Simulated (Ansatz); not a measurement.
# AlPNH (triplet): inputs that go wrong at a displaced geometry (v2)

3 inputs are run for AlPNH (triplet) as typed; the log has to tell whether the result can be used and what must change.

Program: Ansatz 0.2.0, Gaussian basis. Level of theory: the settings change from run to run. These are calculated values, not measurements.

29 further runs of the same task are left out: 10 for a known fault of the program, 9 that didn't finish, 10 set aside as unsound or not needed.

### Step 1. What is computed

The geometry is a PBE0/def2-TZVP stationary point (not a proven minimum) with its atoms shifted at random (size 0.100 Å).

4 atoms, charge 0, spin multiplicity 3.

Atoms are counted from 1 here; the program's logs count them from 0.

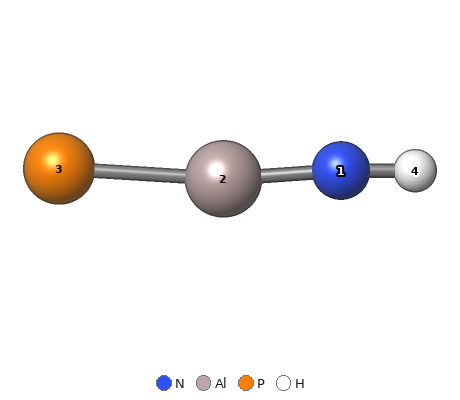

The geometry (nitrogen blue, aluminium light grey, phosphorus orange, hydrogen white); atoms are numbered from 1 in the order of the file.

### Step 2. Input 1

in.yaml

```yaml
crystal:
  periodic: [false, false, false]
  atoms:
    - {symbol: N, position_ang: [-0.100306, 0.032123, -0.447233]}
    - {symbol: Al, position_ang: [-0.100306, 0.032123, -0.497233]}
    - {symbol: P, position_ang: [-0.023685, -0.000301, -2.765459]}
    - {symbol: H, position_ang: [0.059423, -0.055571, 2.141514]}
basis:
  gaussian: {orbitals: cc-pVDZ}
magnetization: {spin_polarized: false, initial_magnetization: 2}
correlation: {active_space: {ras: {orbitals: [6, 2, 36], electrons: 14, max_holes: 2, max_particles: 2}, fixed_orbitals: true}}
accuracy: high
```

Command:

```bash
$ ansatz run in.yaml --threads 1 --pin off --events-out ev --progress --plain --max-ram 2393MiB
```

Log:

```text
Functional definition: HF
  name "HF"
  cite "Fock, Z. Phys. 61, 126 (1930) doi:10.1007/BF01340294"
  parent pbe
  exchange = exact_x
  correlation = 0
990 factors; integrals over basis functions are off by at most 3.6e-9 eV
mean field evaluation 1: about 2001.7803 eV, gradient 1.2e2 eV
mean field evaluation 2: about 2000.2328 eV, gradient 1.2e2 eV
mean field evaluation 4: about 1994.8658 eV, gradient 4.1e0 eV
mean field evaluation 8: about 1994.7198 eV, gradient 2.2e-1 eV
mean field evaluation 16: about 1994.7250 eV, gradient 1.0e-1 eV
mean field evaluation 32: about 1994.5476 eV, gradient 1.6e-8 eV
mean field evaluation 64: about 1994.6157 eV, gradient 1.2e0 eV
mean field evaluation 96: about 1994.5538 eV, gradient 1.1e-1 eV
mean field evaluation 128: about 1994.7167 eV, gradient 4.2e-1 eV
mean field 1994.54755101 eV, 73.2982705467 hartree, gradient 1.6e-8 eV, S^2 2.000000; 11 other end points of the search recorded, 0 dependent functions left out
reference 1994.54755101 eV, 73.2982705467 hartree; 19, 17 occupied and 36, 38 virtual orbitals, 990 factors
state 1988.37840406 eV, 73.0715585778 hartree
Total energy: 1988.37840406 eV, 73.0715585778 hartree
```

Wall time 9 s (1 thread of Arm Neoverse V2, shared host).

Diagnosis: The run converged, which proves nothing about the input. One atom lies on top of another. The shortest distance is 0.05 Å, against 1.02 Å in the geometry of step 1. Its energy belongs to another geometry. To mend it, restore its position.

### Step 3. Input 2

in.yaml

```yaml
crystal:
  periodic: [false, false, false]
  atoms:
    - {symbol: N, position_ang: [0.064568, 0.023749, 1.121179]}
    - {symbol: Al, position_ang: [-0.100306, 0.032123, -0.497233]}
    - {symbol: P, position_ang: [-0.023685, -0.000301, -2.765459]}
    - {symbol: H, position_ang: [0.059423, -0.055571, 2.141514]}
basis:
  gaussian: {orbitals: STO-3G}
magnetization: {spin_polarized: true, initial_magnetization: 2}
correlation: {method: bccd, electrons: all, diis_vectors: 1}
multiplicity: 3
```

Launched as before.

Log:

```text
Error: YAML parse error: error: line 12 column 1: unknown field `multiplicity`, expected one of crystal, accuracy, basis, kpoints, hamiltonian, magnetization, projection, total_charge, correlation, batch, efield, external_charges, scf, relax, neb, saddle, md, ramp, phonons, dielectric, real_time, elastic, magnetic_configurations, gw, evaluate, workflow, output, checkpoint, execution
  --> <input>:12:1
   |
10 | magnetization: {spin_polarized: true, initial_magnetization: 2}
11 | correlation: {method: bccd, electrons: all, diis_vectors: 1}
12 | multiplicity: 3
   | ^ unknown field `multiplicity`, expected one of crystal, accuracy, basis, kpoints, hamiltonian, magnetization, projection, total_charge, correlation, batch, efield, external_charges, scf, relax, neb, saddle, md, ramp, phonons, dielectric, real_time, elastic, magnetic_configurations, gw, evaluate, workflow, output, checkpoint, execution
```

Wall time 0.03 s (1 thread of Arm Neoverse V2, shared host).

Diagnosis: The run was refused. The input holds a key that the program doesn't read here. To mend it, remove it or spell it as the reference does.

### Step 4. Input 3

in.yaml

```yaml
crystal:
  periodic: [false, false, false]
  atoms:
    - {symbol: N, position_ang: [0.064568, 0.023749, 1.121179]}
    - {symbol: Al, position_ang: [-0.100306, 0.032123, -0.497233]}
    - {symbol: P, position_ang: [-0.023685, -0.000301, -2.765459]}
    - {symbol: H, position_ang: [0.059423, -0.055571, 2.141514]}
basis:
  gaussian: {orbitals: STO-3G}
correlation: {method: fic_mrcisd_q, electrons: outside_noble_gas, active_space: {window: {electrons: 4, orbitals: 4}}}
magnetization: {spin_polarized: true, initial_magnetization: 2}
```

The command is unchanged.

Log:

```text
Error: invalid value for `correlation.active_space`: it starts from restricted Hartree–Fock orbitals; set hamiltonian.xc: hf without magnetization.spin_polarized
```

Wall time 0.03 s (1 thread of Arm Neoverse V2, shared host).

Diagnosis: The run was refused. An active space is asked on unrestricted orbitals. Cure: drop spin_polarized: true.

### Step 5. Summary

| input | level | ended | cause | time |
| --- | --- | --- | --- | --- |
| 1 | CISD/cc-pVDZ | converged | one atom lies on top of another | 9 s |
| 2 | BCCD on UHF/STO-3G | refused | the input holds a key that the program doesn't read here | 0.03 s |
| 3 | MRCISD+Q(4,4)/STO-3G | refused | an active space is asked on unrestricted orbitals | 0.03 s |

1 converged, 2 refused. The input that converges on a wrong geometry or spin is the dangerous one: no error points at it, so geometry and ⟨S²⟩ have to be checked.
